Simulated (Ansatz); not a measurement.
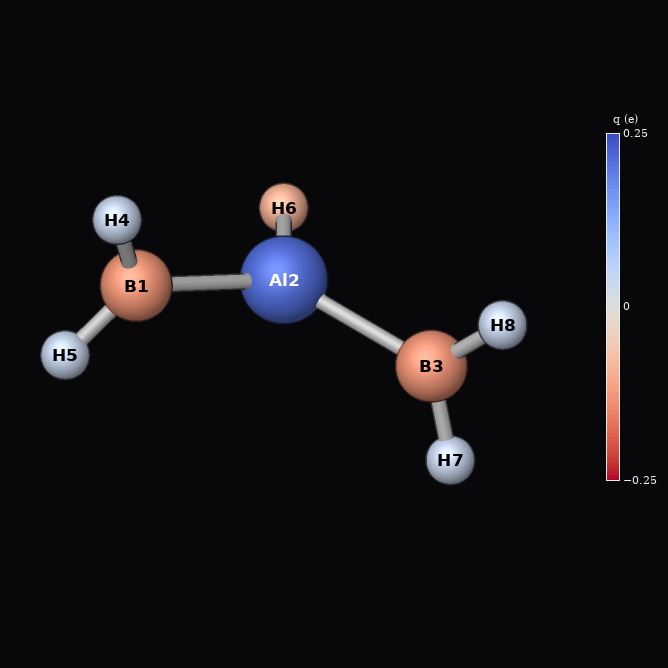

Atoms are coloured by their Mulliken charges. The computed structure is the end point of a PBE0-D4/def2-TZVP optimisation. No frequency run is at hand to confirm it as a minimum. Method: RKS PBE0-D4/def2-TZVP (Ansatz 0.2.0).

Question: Which atom carries the highest charge (most positive or least negative)?

Answer: Al2 (0.21 e).

Question: And the lowest?

Answer: B1, B3 (−0.13 e).

Give the Mulliken charges atom by atom.

```tsv
atom	value (e)
B1	−0.13
Al2	0.21
B3	−0.13
H4	0.03
H5	0.03
H6	−0.09
H7	0.03
H8	0.03
```

Mulliken values depend strongly on the basis set and can even reverse the polarity of a bond.
